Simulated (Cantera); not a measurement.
Charge: 1 mol SrCl2, 3.5 mol H2O, 13 mol H2, equilibrated at 1.00 bar.

These are equilibrium values from Cantera (NASA tables, ideal gas, pure condensed phases), not measurements of a reactor. Candidate condensed phases: H2O, Sr, SrCl2, SrO, Sr(OH)2; 20 gas species. Mutual solubility and eutectic melting of coexisting phases are not modelled. Condensed phases not in the tables: oxide chlorides. Rates play no part.

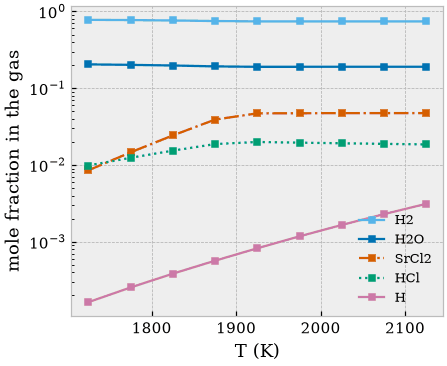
Fig. 1. Equilibrium gas composition (values under 1e-9 drawn at 1e-9)

From 1725 K to 1875 K the condensed part is SrCl2(l) + SrO(s). From 1925 K to 2125 K the condensed part is SrO(s). The main Sr-bearing gas is SrCl2 throughout. The share of Sr in condensed phases is highest at 1725 K (85.7 %) and lowest at 2125 K (15.1 %).
